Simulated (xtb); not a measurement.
# Run report: C₂H₆BFSi, energy and gradient calculation

The run: energy and gradient calculation of C₂H₆BFSi, SMILES C=C([SiH3])BF. Method and program: GFN1-xTB (xtb 6.7.1).

The geometry was optimised with GFN2-xTB.

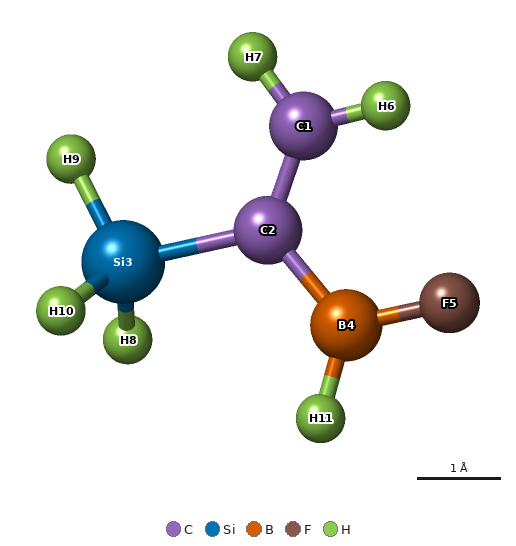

The structure (ball-and-stick view, seen at a tilt; atoms are numbered from 1 in the order of the input).

**Summary**

| quantity | value |
| --- | --- |
| outcome | converged |
| electrons treated | 28 |
| total energy | −15.859337 hartree |
| dispersion energy | −0.003633 hartree |
| basis functions | 38 |
| largest force | 0.836 eV/Å |
| HOMO | −11.87 eV |
| LUMO | −8.55 eV |
| dipole moment | 1.28 D |
| hardware | 1 thread of AMD EPYC (Zen 3), 176 GiB of memory available, shared host |
| peak memory | 0.069 GiB |

**Input (struc.tmol)**
```
$coord
     -0.789584266652      2.461458984179      1.367196064179  c
     -0.383671095083      0.392267459224     -0.030904581042  c
      2.321607912600     -1.810629747953      0.741934822420  si
     -2.144784349393     -0.184531756070     -2.309428627727  b
     -4.130805248151      1.269618166008     -2.730427482949  f
     -2.311794564835      3.758795652983      0.951129394142  h
      0.377510587916      2.955132926702      2.968425260263  h
      1.347609052898     -4.377936071825      1.101974892314  h
      3.538413902603     -0.926980583996      3.067751155099  h
      4.143585465932     -1.791585088069     -1.344693205487  h
     -1.844497419559     -1.853135357675     -3.744222085110  h
$end
```

Launch command:
```bash
xtb -c 0 --gfn 1 --grad --json -- struc.tmol > out.txt
```

**The program's output**
```
* xtb version 6.7.1
   ID    Z sym.   atoms
    1    6 c      1, 2
    2   14 si     3
    3    5 b      4
    4    9 f      5
    5    1 h      6-11

           -------------------------------------------------
          |                Calculation Setup                |
           -------------------------------------------------

          program call               : xtb -c 0 --gfn 1 --grad --json -- struc.tmol
          coordinate file            : struc.tmol
          omp threads                :                     1

           -------------------------------------------------
          |                 G F N 1 - x T B                 |
           -------------------------------------------------

      * Hamiltonian:
        H0-scaling (s, p, d)           1.850000    2.250000    2.000000
        zeta-weighting                 0.000000
      * Dispersion:
        s8                             2.400000
        a1                             0.630000
        a2                             5.000000
        s9                             0.000000
      * Repulsion:
        kExp                           1.500000
        rExp                           1.000000
      * Coulomb:
        alpha                          2.000000
        third order                    atomic
        anisotropic                    false
      * Halogen bond correction:
        rad-scale                      1.300000
        damping                        0.440000

          ...................................................
          :                      SETUP                      :
          :.................................................:
          :  # basis functions                  38          :
          :  # atomic orbitals                  37          :
          :  # shells                           23          :
          :  # electrons                        28          :
          :  # halogen bonds                     0          :
          :  max. iterations                   250          :
          :  Hamiltonian                  GFN1-xTB          :
          :  restarted?                      false          :
          :  GBSA solvation                  false          :
          :  PC potential                    false          :
          :  electronic temp.          300.0000000     K    :
          :  accuracy                    1.0000000          :
          :  -> integral cutoff          0.2500000E+02      :
          :  -> integral neglect         0.1000000E-07      :
          :  -> SCF convergence          0.1000000E-05 Eh   :
          :  -> wf. convergence          0.2000000E-04 e    :
          :  Broyden damping             0.4000000          :
          :  net charge                          0          :
          :  unpaired electrons                  0          :
          ...................................................

 iter      E             dE          RMSdq      gap      omega  full diag
   1    -15.9790874 -0.159791E+02  0.776E+00    3.70       0.0  T
   2    -16.0161805 -0.370931E-01  0.453E+00    3.45       1.0  T
   3    -16.0160853  0.952253E-04  0.102E+00    3.19       1.0  T
   4    -16.0216001 -0.551476E-02  0.374E-01    3.29       1.0  T
   5    -16.0223157 -0.715654E-03  0.101E-01    3.33       1.0  T
   6    -16.0223754 -0.596614E-04  0.218E-02    3.32       1.4  T
   7    -16.0223789 -0.349533E-05  0.428E-03    3.32       7.1  T
   8    -16.0223789 -0.368976E-07  0.493E-04    3.32      61.1  T
   9    -16.0223789 -0.104507E-08  0.245E-04    3.32     123.2  T
  10    -16.0223789 -0.119144E-09  0.443E-05    3.32     680.7  T
  11    -16.0223789 -0.934008E-11  0.113E-05    3.32    2675.0  T

   *** convergence criteria satisfied after 11 iterations ***

         #    Occupation            Energy/Eh            Energy/eV
      -------------------------------------------------------------
         1        2.0000           -0.8464332             -23.0326
       ...           ...                  ...                  ...
         8        2.0000           -0.5439417             -14.8014
         9        2.0000           -0.5264345             -14.3250
        10        2.0000           -0.4839946             -13.1702
        11        2.0000           -0.4770678             -12.9817
        12        2.0000           -0.4649231             -12.6512
        13        2.0000           -0.4632664             -12.6061
        14        2.0000           -0.4361352             -11.8678 (HOMO)
        15                         -0.3140936              -8.5469 (LUMO)
        16                         -0.2196867              -5.9780
        17                         -0.2013600              -5.4793
        18                         -0.1841182              -5.0101
        19                         -0.1607538              -4.3743
       ...                                ...                  ...
        37                          1.3572164              36.9317
      -------------------------------------------------------------
                  HL-Gap            0.1220416 Eh            3.3209 eV
             Fermi-level           -0.3751144 Eh          -10.2074 eV

 SCC (total)                   0 d,  0 h,  0 min,  0.014 sec
 SCC setup                      ...        0 min,  0.000 sec (  0.973%)
 Dispersion                     ...        0 min,  0.000 sec (  0.456%)
 classical contributions        ...        0 min,  0.000 sec (  0.193%)
 integral evaluation            ...        0 min,  0.003 sec ( 24.312%)
 iterations                     ...        0 min,  0.004 sec ( 28.662%)
 molecular gradient             ...        0 min,  0.006 sec ( 43.335%)
 printout                       ...        0 min,  0.000 sec (  1.754%)

         :::::::::::::::::::::::::::::::::::::::::::::::::::::
         ::                     SUMMARY                     ::
         :::::::::::::::::::::::::::::::::::::::::::::::::::::
         :: total energy             -15.859337337881 Eh    ::
         :: gradient norm              0.027693007697 Eh/a0 ::
         :: HOMO-LUMO gap              3.320920077729 eV    ::
         ::.................................................::
         :: SCC energy               -16.022378912555 Eh    ::
         :: -> electrostatic           0.022139688941 Eh    ::
         :: repulsion energy           0.166674132688 Eh    ::
         :: dispersion energy         -0.003632558014 Eh    ::
         :: halogen bond corr.         0.000000000000 Eh    ::
         :: add. restraining           0.000000000000 Eh    ::
         :: total charge              -0.000000000000 e     ::
         :::::::::::::::::::::::::::::::::::::::::::::::::::::

           -------------------------------------------------
          |                Property Printout                |
           -------------------------------------------------

    * Orbital Energies and Occupations

         #    Occupation            Energy/Eh            Energy/eV
      -------------------------------------------------------------
         1        2.0000           -0.8464332             -23.0326
         2        2.0000           -0.6588439             -17.9281
         3        2.0000           -0.6364982             -17.3200
         4        2.0000           -0.6106307             -16.6161
         5        2.0000           -0.5792856             -15.7632
         6        2.0000           -0.5620766             -15.2949
         7        2.0000           -0.5565427             -15.1443
         8        2.0000           -0.5439417             -14.8014
         9        2.0000           -0.5264345             -14.3250
        10        2.0000           -0.4839946             -13.1702
        11        2.0000           -0.4770678             -12.9817
        12        2.0000           -0.4649231             -12.6512
        13        2.0000           -0.4632664             -12.6061
        14        2.0000           -0.4361352             -11.8678 (HOMO)
        15                         -0.3140936              -8.5469 (LUMO)
        16                         -0.2196867              -5.9780
        17                         -0.2013600              -5.4793
        18                         -0.1841182              -5.0101
        19                         -0.1607538              -4.3743
        20                         -0.1270065              -3.4560
        21                         -0.0845596              -2.3010
        22                         -0.0731733              -1.9911
        23                         -0.0678794              -1.8471
        24                         -0.0671846              -1.8282
        25                         -0.0558914              -1.5209
       ...                                ...                  ...
        37                          1.3572164              36.9317
      -------------------------------------------------------------
                  HL-Gap            0.1220416 Eh            3.3209 eV
             Fermi-level           -0.3751144 Eh          -10.2074 eV

  Mulliken/CM5 charges         n(s)   n(p)   n(d)
     1c     0.02787 -0.06047   1.070  2.902  0.000
     2c    -0.18875 -0.10111   1.123  3.066  0.000
     3si    0.24478 -0.04464   1.309  1.926  0.520
     4b     0.41698  0.18324   0.960  1.623  0.000
     5f    -0.28336 -0.23592   1.801  5.483  0.000
     6h     0.04147  0.09790   0.959  0.000  0.000
     7h     0.03434  0.08931   0.966  0.000  0.000
     8h    -0.06804  0.01669   1.068  0.000  0.000
     9h    -0.07006  0.01464   1.070  0.000  0.000
    10h    -0.06788  0.01671   1.068  0.000  0.000
    11h    -0.08734  0.02367   1.087  0.000  0.000

Wiberg/Mayer (AO) data.
largest (>0.10) Wiberg bond orders for each atom

 ---------------------------------------------------------------------------
     #   Z sym  total        # sym  WBO       # sym  WBO       # sym  WBO
 ---------------------------------------------------------------------------
     1   6 c    3.976 --     2 c    1.800     6 h    0.974     7 h    0.972
                             3 si   0.127
     2   6 c    3.945 --     1 c    1.800     3 si   1.046     4 b    1.007
     3  14 si   4.066 --     2 c    1.046     9 h    0.934     8 h    0.933
                            10 h    0.932     1 c    0.127
     4   5 b    3.157 --     5 f    1.071     2 c    1.007    11 h    0.940
     5   9 f    1.156 --     4 b    1.071
     6   1 h    1.007 --     1 c    0.974
     7   1 h    1.008 --     1 c    0.972
     8   1 h    0.990 --     3 si   0.933
     9   1 h    0.989 --     3 si   0.934
    10   1 h    0.990 --     3 si   0.932
    11   1 h    0.998 --     4 b    0.940
 ---------------------------------------------------------------------------

Topologies differ in total number of bonds
Writing topology from bond orders to xtbtopo.mol

 dipole moment from electron density (au)
     X       Y       Z
   0.2553   0.2086   0.3801  total (Debye):    1.279

           -------------------------------------------------
          | TOTAL ENERGY              -15.859337337881 Eh   |
          | GRADIENT NORM               0.027693007697 Eh/α |
          | HOMO-LUMO GAP               3.320920077729 eV   |
           -------------------------------------------------

------------------------------------------------------------------------
------------------------------------------------------------------------
 total:
 *  cpu-time:     0 d,  0 h,  0 min,  0.025 sec
 * ratio c/w:     0.999 speedup
 SCF:
 *  cpu-time:     0 d,  0 h,  0 min,  0.014 sec
 * ratio c/w:     0.998 speedup
```

**Standard error**
```
normal termination of xtb
```

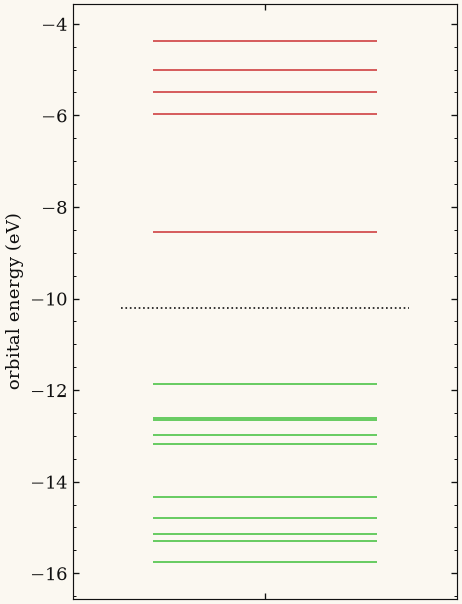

Orbital energies near the frontier; the dotted line parts filled from empty levels, and levels within 0.02 eV of each other stand side by side. Highest filled −11.87 eV, lowest empty −8.55 eV, 3.32 eV apart.
